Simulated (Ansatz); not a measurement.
Consider CdS in the zinc blende structure (space group F-43m, No. 216; a = 5.878 Å).

It is then changed as follows: an isotropic linear strain of +1.50 %, atoms relaxed at fixed cell.

Method: r2SCAN (Ansatz, an electronic-structure program), no SOC.

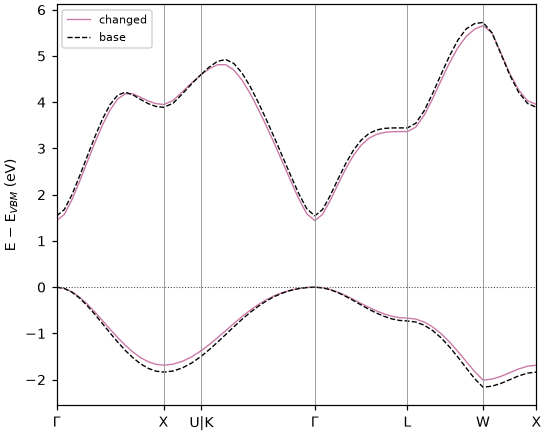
Figure: Highest valence and lowest conduction band along the path, each from its own valence-band maximum

The gap is 1.44 eV, direct at Γ; the base has 1.54 eV.

Whether these cells are dynamically stable was not tested.
